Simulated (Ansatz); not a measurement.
# B₄H₄S: what the fields show

Input file:

```
crystal:
  periodic: [false, false, false]
  atoms:
    - {symbol: S, position_ang: [0.176573, 0.922438, 1.125592]}
    - {symbol: B, position_ang: [0.649656, -0.692120, -0.015014]}
    - {symbol: B, position_ang: [0.841405, 0.824228, -0.682621]}
    - {symbol: B, position_ang: [-0.818426, -0.703736, 0.829773]}
    - {symbol: B, position_ang: [-0.738580, 0.227942, -0.551244]}
    - {symbol: H, position_ang: [1.480513, -1.555909, 0.111705]}
    - {symbol: H, position_ang: [1.545917, 1.620247, -1.238159]}
    - {symbol: H, position_ang: [-1.484549, -1.299365, 1.629857]}
    - {symbol: H, position_ang: [-1.652510, 0.656285, -1.209878]}
basis:
  gaussian: {orbitals: def2-TZVP, initial_orbitals: start.molden}
hamiltonian: {xc: pbe0, dispersion: d4}
scf: {omitted_lower_state_checks: [starts]}
output: {orbitals: {seedname: orbitals}}
```

Launched as:

```sh
ansatz run in.yaml --threads 4 --pin off --events-out ev --progress --plain --max-ram 3916MiB
```

Geometry: PBE-D4/def2-SVP.

Theory: RKS PBE0-D4/def2-TZVP in Ansatz.

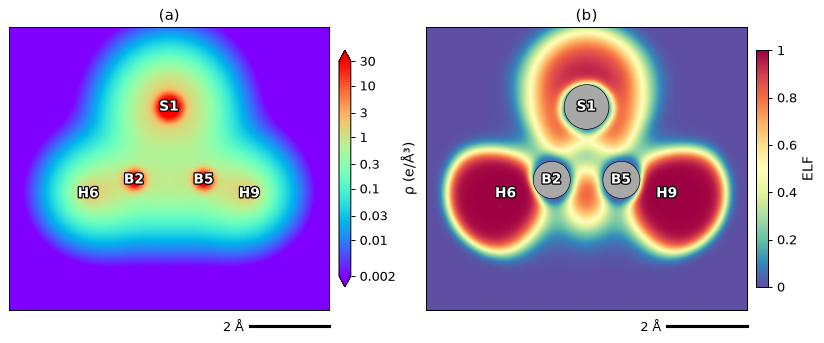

Figure 1. (a) total electron density; (b) ELF on the plane of atoms S1, B5 and B2. Grey discs cover the atomic cores in the ELF map.

**Read the bonding off the picture.**

- Atoms in the plane: S, B and H.
- B–H (1.21 Å): ρ at the midpoint is about 1.2 e/Å³; the ELF climbs to about 1 towards the hydrogen, as it does in any bond to H (an ordinary covalent bond to hydrogen).
- B–B (1.75 Å): ρ at the midpoint is about 0.81 e/Å³; the ELF peaks at about 0.70 between the atoms.
- B–S (2.03 Å): ρ is about 0.73 e/Å³ halfway, with its minimum of 0.62 e/Å³ about 0.7 Å from B; the ELF peaks at about 0.65 between the atoms.

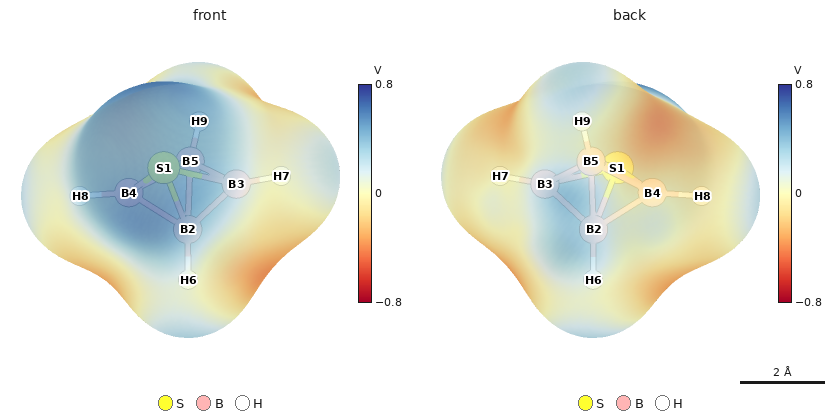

Figure 2. The molecular electrostatic potential painted on the density surface at 0.001 e/bohr³, seen from the front and from behind; red is negative and blue positive.

**Which sites attract a positive test charge, and which a negative one?**

A positive charge is drawn to the negative regions and a negative charge to the positive ones. The most negative region (about −0.4 V) lies over H9, the most positive (about +0.6 V) over S1.

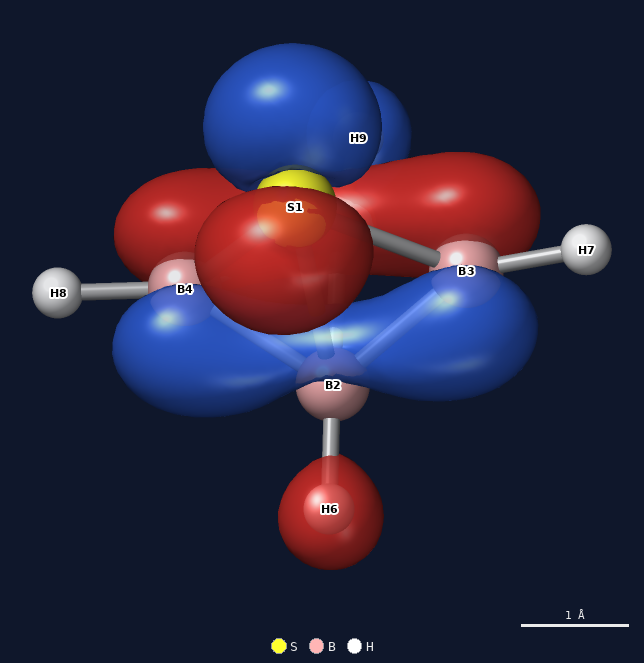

Figure 3. The LUMO at ±0.15 Å⁻³ᐟ² (blue and red are the two phases), seen at a tilt.

**Describe this orbital and give its energy.**

Its weight (Hirshfeld) is mainly on S1 (about 35 %), B3 (about 15 %), B4 (about 15 %), B2 (about 10 %) and B5 (about 10 %). Its energy is −2.42 eV.
